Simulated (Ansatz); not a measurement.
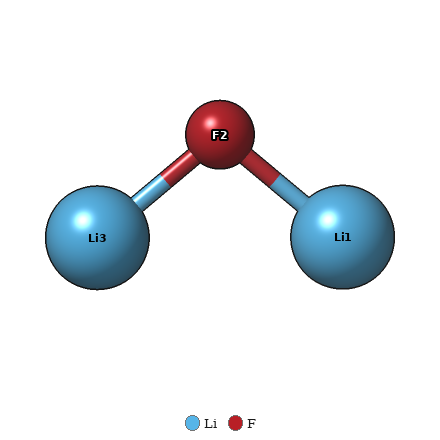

The system is Li⁺ + FLi; the picture shows the reference structure. 
- The first coordinate is: distance Li1–F2; the second: distance F2–Li3.
- Nothing is relaxed (the angle Li1–F2–Li3 is fixed at 100 degrees).
- Grid: 17 × 17 points; 153 points were computed and 136 follow by symmetry.
- Energies are in eV, from the lowest grid point.
- The D4 coefficients can switch as the alkali atoms part, which puts small steps into the map.
- Theory: Ansatz 0.2.0, RKS PBE-D4/def2-TZVPD.

Its coordinates:

| atom | x (Å) | y (Å) | z (Å) |
| --- | --- | --- | --- |
| Li | -1.6860 | 0.0000 | 0.0000 |
| F | 0.0000 | 0.0000 | 0.0000 |
| Li | 0.2928 | 1.6604 | 0.0000 |

Range: distance Li1–F2 from 1.504 to 3.104 Å; distance F2–Li3 from 1.504 to 3.104 Å.

Q: What will the energy surface look like?

A: The lowest grid point is at distance Li1–F2 = 1.686 Å, distance F2–Li3 = 1.686 Å. The highest grid point, distance Li1–F2 = 3.104 Å, distance F2–Li3 = 3.104 Å, lies 3.32 eV above the lowest.

```csv
"distance F2–Li3 ↓, distance Li1–F2 →",1.548,1.686,1.857,2.050,2.261,2.487,2.725,2.975
2.975,1.21,1.17,1.35,1.67,2.03,2.36,2.71,3.03
2.725,1.02,0.97,1.13,1.43,1.76,2.07,2.41,2.71
2.487,0.82,0.76,0.90,1.17,1.49,1.76,2.07,2.36
2.261,0.58,0.50,0.63,0.89,1.20,1.49,1.76,2.03
2.050,0.35,0.25,0.35,0.59,0.89,1.17,1.43,1.67
1.857,0.18,0.06,0.14,0.35,0.63,0.90,1.13,1.35
1.686,0.14,0.00,0.06,0.25,0.50,0.76,0.97,1.17
1.548,0.30,0.14,0.18,0.35,0.58,0.82,1.02,1.21
```

The table holds every second grid line.

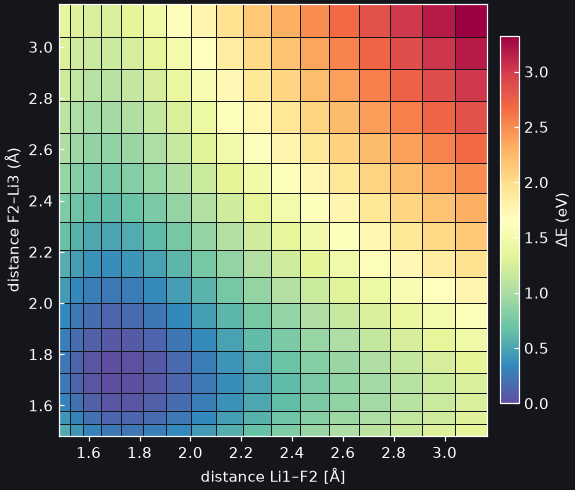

Drawn: one coloured cell a grid point.

Each point was launched as `ansatz run input.yaml --threads 1 --pin off --max-ram 2560MiB --backend cpu --events-out ev --progress --plain --runs-dir out`. Time for the 153 points that were run: 80 s on 1 thread of INTEL(R) XEON(R) PLATINUM 8581C CPU @ 2.30GHz (Emerald Rapids) (shared host).
